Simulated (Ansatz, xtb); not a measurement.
**Group exchange: H2O2 + SiH3(CH3) → SiH3(OH) + CH4O**

Species: H2O2 (hydrogen peroxide) `OO`, singlet; SiH3(CH3) (methylsilane), singlet; SiH3(OH) (silanol), singlet; CH4O (methanol) `CO`, singlet. The partners trade OH for SiH3: O–OH and C–SiH3 bonds give way to O–SiH3 and C–OH.

Shapes, held fixed at every level: PBE0-D4/def2-TZVP. Flexible molecules stand in one conformer, not always the lowest. Programs: Ansatz 0.2.0, xtb 6.7.1. The zero-point and thermal change to 298 K, harmonic and unscaled (PBE0-D4/def2-TZVP), is +4.9 kJ/mol.

```csv
level,kind,ΔH(298 K) (kJ/mol),less CCSD(T)/CBS estimate
GFN0-xTB,semi-empirical,-169.7,+155.6
HF/def2-SVP,Hartree–Fock,-342.5,-17.2
SPW92/def2-TZVPP,LDA,-303.4,+21.9
r2SCAN-D4/def2-TZVPP,meta-GGA,-310.8,+14.5
PBE0-D4/def2-TZVPP,global hybrid,-308.3,+17.0
wB97X-V/def2-TZVPP,range-separated hybrid,-312.8,+12.5
MP2/def2-SVP,perturbation theory,-318.6,+6.7
CCSD(T)/CBS estimate,coupled cluster or CI,-325.3,0.0
```

The highest level, CCSD(T)/CBS estimate, gives ΔH(298 K) = -325.3 kJ/mol; the levels span -342.5 to -169.7. GFN0-xTB strays far from the other rows. The column of differences is taken from that level and isn't an error. No measured value is set beside it here. The CBS estimate extrapolates MP2 from def2-TZVPP and def2-QZVPP and adds CCSD(T) − MP2 in the triple-zeta set, cores frozen.

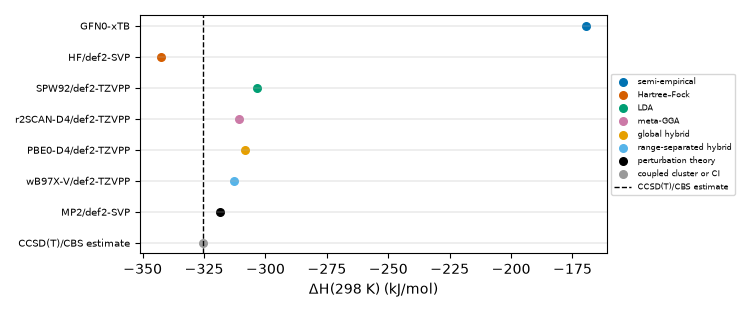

The values of the table, level by level.
